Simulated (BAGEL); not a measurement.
# SiH3O (SMILES O[SiH2]) at UHF/6-31G(d) (density fitting with qzvpp-jkfit, spherical functions)

Aim: the energy change on altering one bond length of SiH3O at UHF/6-31G* (density fitting with qzvpp-jkfit, spherical functions), from 2 runs. 

Program for the calculation: BAGEL 1.2.2.

3 further runs of the same task are left out: 2 that didn't finish, 1 set aside as unsound or not needed. Runs told in other sessions of the task aren't counted.

## (1) Starting point

SiH3O: 5 atoms, total charge 0, spin state doublet. SMILES: `O[SiH2]`. The coordinates come from a GFN2-xTB relaxation. This is one conformer, not always the lowest.

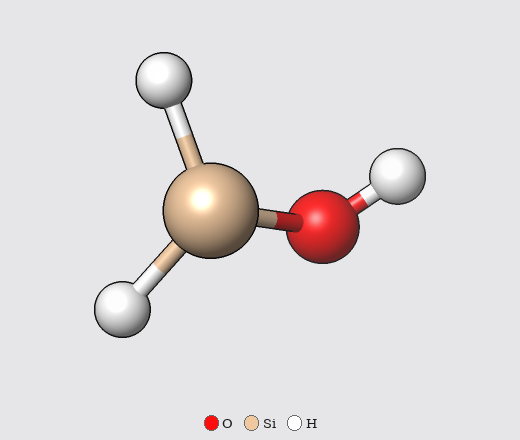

The structure, seen from a chosen angle (oxygen red, silicon light orange, hydrogen white).

## (2) The energy at UHF/6-31G(d) (density fitting with qzvpp-jkfit, spherical functions)

hf.json reads:

```json
{ "bagel": [

{
  "title": "molecule",
  "basis": "6-31gs.json",
  "df_basis": "qzvpp-jkfit",
  "angstrom": true,
  "geometry": [
    { "atom": "O", "xyz": [       0.557310,      -0.433760,       0.798460 ] },
    { "atom": "Si", "xyz": [       0.001930,       0.341950,      -0.533940 ] },
    { "atom": "H", "xyz": [       0.725690,      -1.370660,       0.814800 ] },
    { "atom": "H", "xyz": [      -1.244820,      -0.253580,      -1.000760 ] },
    { "atom": "H", "xyz": [      -0.040110,       1.716040,      -0.078560 ] }
  ]
},

{ "title": "uhf", "nopen": 1 },

{ "title": "print", "file": "orbitals.molden", "orbitals": true }

]}
```

The basis set 6-31G* is read from a file made from the Basis Set Exchange's data (not shown).

On the command line:

```
BAGEL_NUM_THREADS=1 BAGEL hf.json > hf.out
```

The program printed:

```text
* using 1 threads per process

  ===============================================================
  ===============================================================

  *** Geometry ***

  { "atom" : "O", "xyz" : [      1.053163,     -0.819688,      1.508871 ] },
  { "atom" : "Si", "xyz" : [      0.003647,      0.646192,     -1.009000 ] },
  { "atom" : "H", "xyz" : [      1.371355,     -2.590172,      1.539749 ] },
  { "atom" : "H", "xyz" : [     -2.352369,     -0.479197,     -1.891162 ] },
  { "atom" : "H", "xyz" : [     -0.075797,      3.242846,     -0.148457 ] },

  Number of auxiliary basis functions:      259

  Since a DF basis is specified, we compute 2- and 3-index integrals:
    o Being stored without compression. Storage requirement is 0.003 GB

  Number of basis functions:       38
  Number of electrons      :       25

    * METHOD: MOLECULE                             0.05

  *** Open-shell HF ***

  === Nuclear Repulsion ===
    58.0136674886

      * DIIS with orbital gradients will be used.

  === UHF iteration (6-31gs.json) ===
      0       -365.34401945          0.07218009           0.01
      1       -365.43842559          0.04808639           0.01
      2       -365.47545208          0.03168088           0.01
      3       -365.50207075          0.00157230           0.01
      4       -365.50240160          0.00039873           0.01
      5       -365.50243630          0.00014114           0.01
      6       -365.50244287          0.00003602           0.01
      7       -365.50244360          0.00001544           0.01
      8       -365.50244378          0.00000390           0.01
      9       -365.50244379          0.00000197           0.01
     10       -365.50244379          0.00000070           0.01
     11       -365.50244379          0.00000017           0.01
     12       -365.50244379          0.00000005           0.01
     13       -365.50244379          0.00000002           0.01
     14       -365.50244379          0.00000001           0.01
     15       -365.50244379          0.00000000           0.01
    * SCF iteration converged.

    * S^2 (UHF) is 0.7527

    * Permanent dipole moment:
           (    0.029765,     0.491493,     0.359119) a.u.

    * METHOD: UHF                                  0.25

    * METHOD: PRINT                                0.00

  ===============================================================
```

Wall time 0.44 s (1 thread of Arm Neoverse V1, shared host).

## (3) The distorted shape at the same level

calc.json reads:

```json
{ "bagel" : [

{
  "title" : "molecule",
  "basis" : "6-31gs.json",
  "df_basis" : "qzvpp-jkfit",
  "angstrom" : true,
  "geometry" : [
    { "atom" : "O", "xyz" : [    0.607757,   -2.082646,    0.252011 ] },
    { "atom" : "Si", "xyz" : [    0.052377,   -1.306936,   -1.080389 ] },
    { "atom" : "H", "xyz" : [    0.776137,   -3.019546,    0.268351 ] },
    { "atom" : "H", "xyz" : [   -1.194373,   -1.902466,   -1.547209 ] },
    { "atom" : "H", "xyz" : [   -0.040110,    1.716040,   -0.078560 ] }
  ]
},
{ "title" : "uhf", "nopen" : 1 },
{ "title" : "print", "file" : "orbitals.molden", "orbitals" : true }

]}
```

The basis set 6-31G* is read from a file made from the Basis Set Exchange's data (not shown).

On the command line:

```
BAGEL_NUM_THREADS=1 BAGEL calc.json > calc.out
```

The program printed:

```text
* using 1 threads per process

  ===============================================================
  ===============================================================

  *** Geometry ***

  { "atom" : "O", "xyz" : [      1.148494,     -3.935631,      0.476232 ] },
  { "atom" : "Si", "xyz" : [      0.098978,     -2.469751,     -2.041639 ] },
  { "atom" : "H", "xyz" : [      1.466686,     -5.706115,      0.507110 ] },
  { "atom" : "H", "xyz" : [     -2.257038,     -3.595140,     -2.923801 ] },
  { "atom" : "H", "xyz" : [     -0.075797,      3.242846,     -0.148457 ] },

  Number of auxiliary basis functions:      259

  Since a DF basis is specified, we compute 2- and 3-index integrals:
    o Being stored without compression. Storage requirement is 0.003 GB

  Number of basis functions:       38
  Number of electrons      :       25

    * METHOD: MOLECULE                             0.05

  *** Open-shell HF ***

  === Nuclear Repulsion ===
    54.4188130698

      * DIIS with orbital gradients will be used.

  === UHF iteration (6-31gs.json) ===
      0       -365.15156793          0.07403236           0.01
      1       -365.29025816          0.05291953           0.01
      2       -365.35417072          0.03567739           0.01
      3       -365.39396543          0.00392203           0.01
      4       -365.40182759          0.00150655           0.01
      5       -365.40351295          0.00048747           0.01
      6       -365.40396430          0.00029051           0.01
      7       -365.40435595          0.00021373           0.01
      8       -365.40491393          0.00013997           0.01
      9       -365.40516216          0.00010420           0.01
     10       -365.40535435          0.00004595           0.01
     11       -365.40537092          0.00001915           0.01
     12       -365.40537168          0.00000690           0.01
     13       -365.40537174          0.00000185           0.01
     14       -365.40537174          0.00000060           0.01
     15       -365.40537174          0.00000035           0.01
     16       -365.40537174          0.00000023           0.01
     17       -365.40537174          0.00000009           0.01
     18       -365.40537174          0.00000004           0.01
     19       -365.40537174          0.00000002           0.01
     20       -365.40537174          0.00000001           0.01
    * SCF iteration converged.

    * S^2 (UHF) is 1.1241

    * Permanent dipole moment:
           (    0.076718,     0.841810,     0.171654) a.u.

    * METHOD: UHF                                  0.31

    * METHOD: PRINT                                0.00

  ===============================================================
```

Wall time 0.48 s (1 thread of Arm Neoverse V1, shared host).

## (4) Summary of results

At UHF/6-31G* (density fitting with qzvpp-jkfit, spherical functions):

| quantity | value |
| --- | --- |
| first shape: total energy | -365.50244 Eh |
| first shape: dipole moment | 1.55 D |
| first shape: ⟨S²⟩ | 0.753 |
| distorted shape: total energy | -365.40537 Eh |
| distorted shape: dipole moment | 2.19 D |
| distorted shape: ⟨S²⟩ | 1.124 |
| energy change with the Si2–H5 bond stretched from 1.448 to 3.186 Å | 2.641 eV |

What this shows: With the Si2–H5 bond stretched from 1.448 to 3.186 Å the energy rises by 2.64 eV (255 kJ/mol). The first shape isn't relaxed at this level, so the change isn't measured from a minimum. ⟨S²⟩ (distorted shape) is 1.12 where a pure doublet has 0.75: the reference is spin-contaminated.
